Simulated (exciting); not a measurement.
TiO2 (Rutile), space group P4_2/mnm, O K edge of atom 3, with nearest neighbours 2 Ti at 1.95 Å and 1 Ti at 1.98 Å (site symmetry m2m); the tensor is averaged over the atoms equivalent by symmetry. Method: exciting, all-electron LAPW+lo, PBE, exchange and screened direct term (singlet BSE), 3×3×5 shifted k points, 33 conduction bands, |G+q| up to 3 bohr⁻¹, full RPA screening with nempty = 58, Lorentzian half width 0.45 eV.

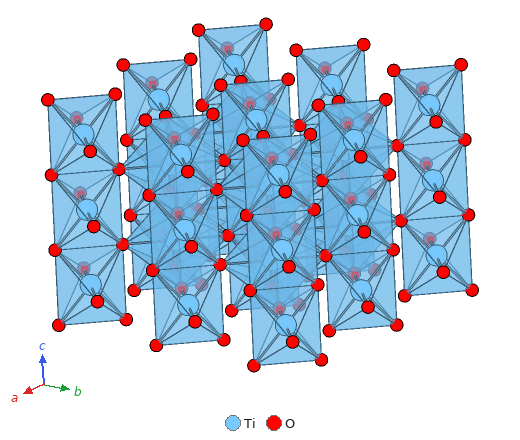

The structure (titanium blue, oxygen red). 2×2×2 cells are drawn. Some periodic images of atoms are drawn too.

```
Ti O
1.0
     4.59220    0.00000    0.00000
     0.00000    4.59220    0.00000
     0.00000    0.00000    2.95740
Ti O
2 4
Direct
  0.50000 0.50000 0.50000
  0.00000 0.00000 0.00000
  0.80496 0.19504 0.50000
  0.69504 0.69504 0.00000
  0.19504 0.80496 0.50000
  0.30496 0.30496 0.00000
```

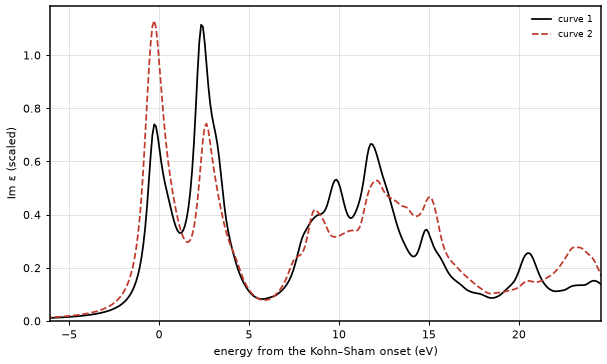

Energy from the Kohn–Sham onset, core level to the lowest empty state found on the meshes used; scaled to the maximum of the polarisation mean.

Q: The curves are the diagonal elements of Im ε for ε ∥ c and ⊥ c. Which is which?

Curve 1: ε ∥ c, maxima -0.3 eV (0.74), 2.3 eV (1.11) and 11.8 eV (0.67); 3 lower ones aren't listed. Curve 2: ε ⊥ c, maxima -0.3 eV (1.13), 2.6 eV (0.74) and 12.1 eV (0.53); 3 lower ones aren't listed. A K edge probes the empty p states along ε, which follow the bonds' lengths and directions.

[Banner, clock and machine lines of the logs are left out without a mark of their own.]

[Logs are printed without paths, hosts, clocks, repeated set-up lines and the standing remarks that a program may print on its own settings, such as how far it seeks lower states.]

[Hosts, paths, dates, database ids (printed as entryN), source tags and the programs' standing remarks are cut or masked in the printed files.]
